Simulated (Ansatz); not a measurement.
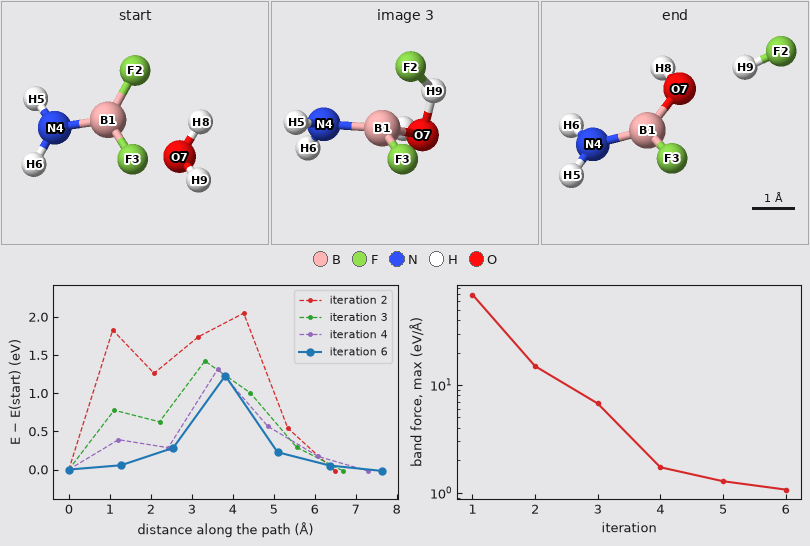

A search for the minimum-energy path of BNH4OF2, made up at the start of BNH$_{2}$F$_{2}$ and H2O by the nudged elastic band. Images are numbered from 0 (start) to 6 (end). The plot follows the band through its iterations. A ball-and-stick model, seen at a tilt.

Computed with RKS PBE-D4/def2-SVPD in Ansatz. Set-up: 5 movable images; climbing image; force threshold 0.05 eV/Å; iteration limit 6; starting path through a guess of the saddle point.

**Did the band converge, and can the barrier be trusted?**

The result isn't final. The band hadn't converged when the run stopped after 6 iterations. The largest component of the band force went from 69 to 1.1 eV/Å. The barrier read from it is provisional: over the last two iterations the highest image moved from 1.32 eV to 1.23 eV. The iteration limit was low. The first iteration put the highest image at 12.19 eV. The highest point, image 3, lies 1.23 eV above the start and 1.25 eV above the end; the end is at −0.02 eV relative to the start.

Limits of the set-up: the start holds two separate molecules, 2.6 Å apart at their closest, whose relative position is a soft coordinate.
